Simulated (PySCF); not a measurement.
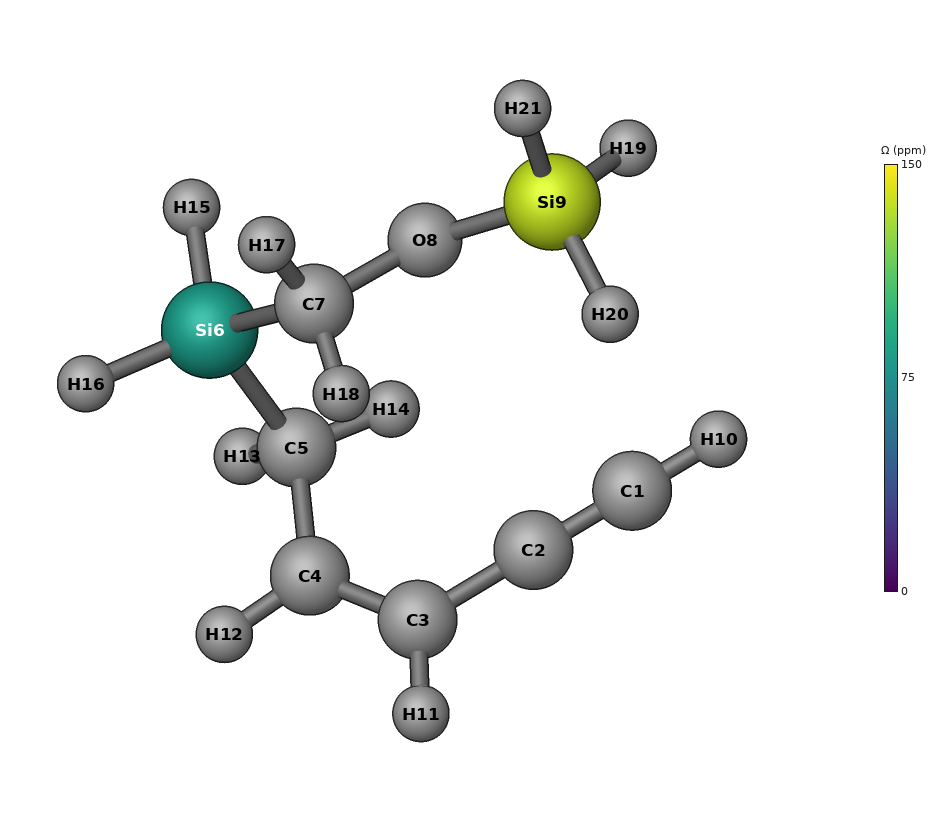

The Si atoms are coloured by the span of their shielding tensor. The geometry was computed by an optimisation with GFN2-xTB. No frequency run is at hand to confirm it as a minimum. Level of theory: GIAO PBE0/pcSseg-1 NMR shielding, non-relativistic, gas phase (PySCF 2.14.0). Principal shieldings σ11 ≤ σ22 ≤ σ33, span Ω = σ33 − σ11, skew κ = 3(σiso − σ22)/Ω.

Question: Which Si atom has the most anisotropic shielding?

Answer: Si9, with a span of 136 ppm.

Give the shielding tensors of the Si atoms.

```json
{"atom": "Si6", "σ11": "345.0", "σ22": "404.4", "σ33": "428.0", "σiso": "392.5", "Ω": "83.0", "κ": "−0.43"}
{"atom": "Si9", "σ11": "336.3", "σ22": "341.7", "σ33": "472.5", "σiso": "383.5", "Ω": "136.1", "κ": "0.92"}
```

Shieldings and span in ppm.

The geometry is semi-empirical. Around Si such bond lengths and angles can be off by a tenth of an ångström or more and by several degrees, and values that hang on the shape move with them.
